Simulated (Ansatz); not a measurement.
## Ligand exchange: InH2Cl + CH2ClI → InH2I + CH2Cl2

Species: InH2Cl `[Cl][InH2]`, singlet; CH2ClI (chloroiodomethane) `ClCI`, singlet; InH2I `[InH2][I]`, singlet; CH2Cl2 `ClCCl`, singlet. The partners trade Cl for I: In–Cl and C–I bonds give way to In–I and C–Cl.

Shapes, held fixed at every level: PBE0-D4/def2-TZVP. Programs: Ansatz 0.2.0. The zero-point and thermal change to 298 K, harmonic and unscaled (PBE0-D4/def2-TZVP), is +1.6 kJ/mol.

```tsv
level	kind	ΔH(298 K) (kJ/mol)	less CCSD(T)/def2-TZVPP
HF/def2-SVP	Hartree–Fock	-20.7	-13.9
PBE-D4/def2-TZVPP	GGA	-10.0	-3.2
B3LYP-D4/def2-TZVPP	global hybrid	-7.7	-0.9
BHLYP-D4/def2-TZVPP	global hybrid	-12.5	-5.7
PBE0-D4/def2-TZVPP	global hybrid	-13.8	-7.0
MP2/def2-SVP	perturbation theory	-18.2	-11.4
CCSD/def2-TZVPP	coupled cluster or CI	-8.2	-1.4
CCSD(T)/def2-TZVPP	coupled cluster or CI	-6.8	0.0
```

The highest level, CCSD(T)/def2-TZVPP, gives ΔH(298 K) = -6.8 kJ/mol; the levels span -20.7 to -6.8. The column of differences is taken from that level and isn't an error. No measured value is set beside it here. For atoms past krypton def2 sets carry core potentials with scalar relativity. Outer-core shells of I, In are correlated in most correlated rows, in sets that cover them unevenly.

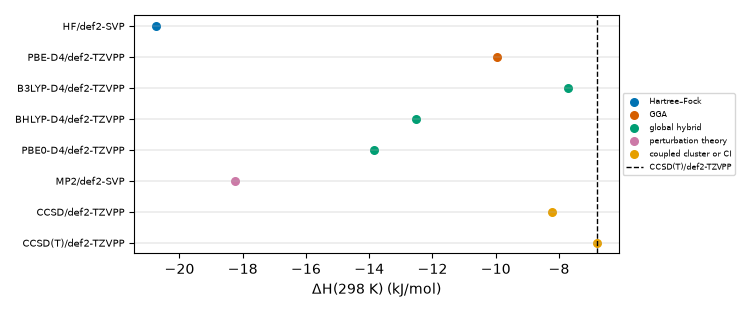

The values of the table, level by level.
